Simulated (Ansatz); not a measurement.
AsH5O4Si (SMILES O[Si](O)(O)O[AsH2])

Input

```
crystal:
  periodic: [false, false, false]
  atoms:
    - { symbol: O, position_ang: [-1.1745, -0.9252, -0.7611] }
    - { symbol: Si, position_ang: [-0.2715, -0.3975, 0.5698] }
    - { symbol: O, position_ang: [0.8, -1.6478, 0.9629] }
    - { symbol: O, position_ang: [-1.2197, -0.0821, 1.91] }
    - { symbol: O, position_ang: [0.6009, 1.0356, 0.1721] }
    - { symbol: As, position_ang: [1.6605, 0.6314, -1.254] }
    - { symbol: H, position_ang: [-1.7493, -0.0853, -0.984] }
    - { symbol: H, position_ang: [0.2982, -2.4184, 1.1551] }
    - { symbol: H, position_ang: [-1.863, 0.6795, 1.6696] }
    - { symbol: H, position_ang: [2.78778, 0.0849, -0.33639] }
    - { symbol: H, position_ang: [0.98486, -0.75572, -1.41359] }
basis:
  gaussian: { orbitals: def2-SVP }
hamiltonian:
  xc: pbe0
relax:
  f_tol: 0.015
  max_steps: 40
output:
  orbitals: {}
```

Run with:

```sh
ansatz run input.yaml --threads 2 --pin off --max-ram 3072MiB --backend cpu --events-out ev --progress --plain --runs-dir out
```

The fields are those of the run's last geometry, not of the input's.

The calculation used RKS PBE0/def2-SVP (Ansatz 0.2.0).

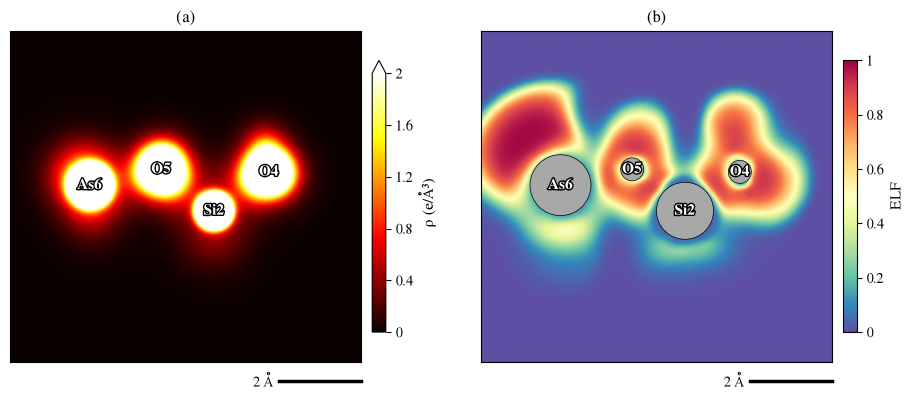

Figure 1. (a) electron density; (b) electron localisation function on the plane of atoms O4, Si2 and O5. Grey discs cover the atomic cores in the ELF map.

What do the fields say about this system?

Answer. The section cuts through Si, O and As sites. Si–O (1.65 Å): ρ at the midpoint is about 1.1 e/Å³; the ELF peaks at about 0.90 between the atoms: a polar covalent bond. As–O (1.80 Å): the density is about 0.93 e/Å³ at the midpoint; the ELF peaks at about 0.85 between the atoms (a polar covalent bond). The ELF also peaks beside O4, O5 and As6, away from the bonds: lone-pair regions.

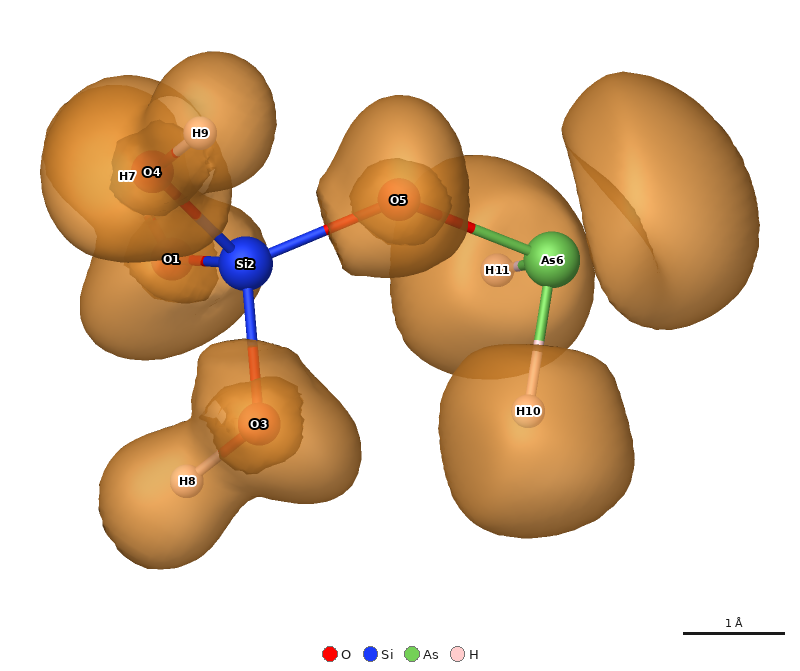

Figure 2. Isosurface of the ELF at 0.75 (orange), seen at a tilt. Core shells and regions of very low density are left out.

Identify the bonds, lone pairs and shells in this picture.

Answer. The ELF exceeds this value in two regions around hydrogen nuclei, one lobe on As, pointing away from the bonds (lone pairs), one region wrapped around O (its lone pairs, merged into a ring or cap) and three joined regions spread over several atoms (H, O), in which their bonds and any lone pairs are merged.

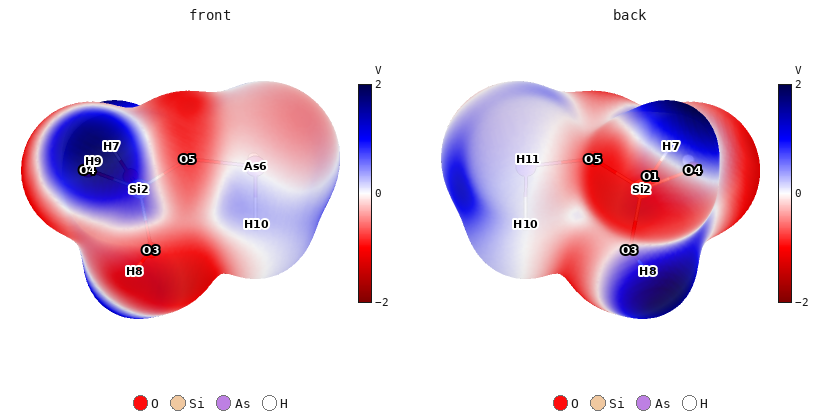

Figure 3. The molecular electrostatic potential painted on the density surface at 0.001 e/bohr³, seen from the front and from behind; red is negative and blue positive.

Where is the surface potential most negative and most positive?

Answer. The most negative region (about −1.3 V, or −30 kcal/mol for a unit charge) lies over O3 and O4, the most positive (about +1.9 V, or +44 kcal/mol for a unit charge) over H7, H8 and H9.
